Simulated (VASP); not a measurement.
Band structure of ScC (space group I4_1md). These are PBE GGA, VASP's PBE PAW potentials (set 64) (plane waves; VASP) values and carry that method's errors.

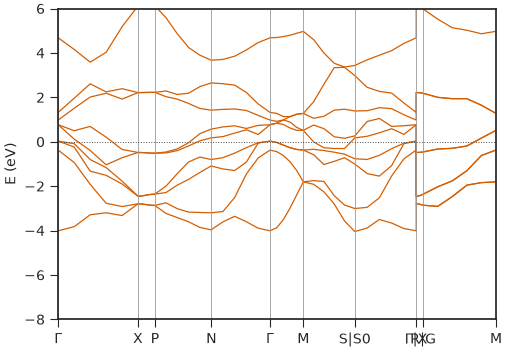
*Bands along high-symmetry lines, zero at the valence-band maximum or, without a gap, the Fermi level*

**Question.** Read the plot: is there a gap, and where are the band edges?

**Answer.** It has no gap at this level: it comes out as a metal or semimetal.

The structure was generated: ScC was put into an ordered model structure, which need not be its known phase. The cell was not relaxed at this level. The k-mesh is coarse (spacing up to 0.33 per Å, 2π included), so the numbers may not be converged in it.
